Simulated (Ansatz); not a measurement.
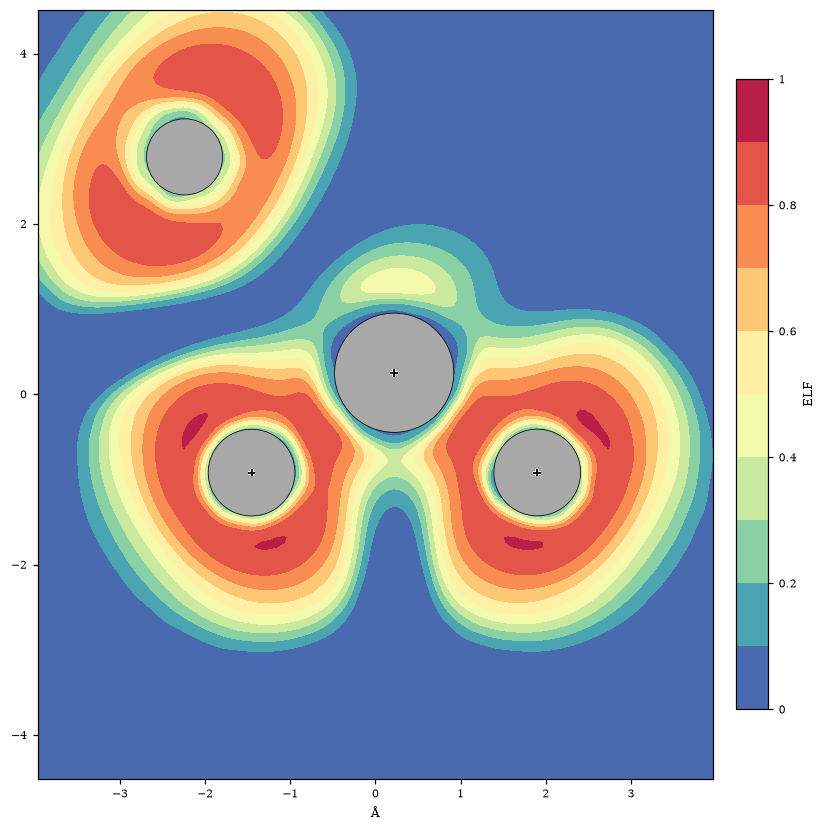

The electron localisation function on a plane through atoms (crosses mark nuclei in the plane; grey discs cover the cores).

These are results of RKS LDA/def2-SVP in Ansatz 0.2.0, not measurements.

Candidates:
A. Cl2H2Si···HBr
B. H2OZn···HCl

**Which system is this?**

Candidate A: Cl2H2Si···HBr on the plane of atoms Cl3, Si1 and Cl4, which holds Si and Cl. Si–Cl (2.04 Å): the ELF peaks at about 0.90 between the atoms, as expected for a shared but strongly polarised pair.
